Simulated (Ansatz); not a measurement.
The starting structures come from a database of crystals and need not be the phases stable at ambient conditions.

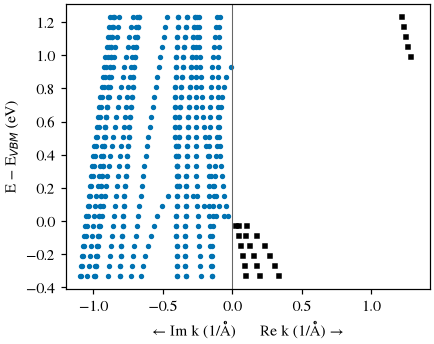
*Complex bands at the centre of the two-dimensional zone; PBEsol (Ansatz, an electronic-structure program)*

The gap is the functional's own. No spin-orbit coupling. Mid-gap values are interpolated on the energy grid.

**Question.** This is Sr(MgSb)2 (P-3m1, not sure to be the ambient phase, 5 atoms a cell, 30.4 Å³ an atom) along the normal of (110). Read off the slowest decay at the centre of the two-dimensional zone at 0.45 eV, the computed energy nearest the middle of the gap.

**Answer.** κ ≈ 0.09 1/Å, a decay length 1/(2κ) of the density of 5.5 Å.
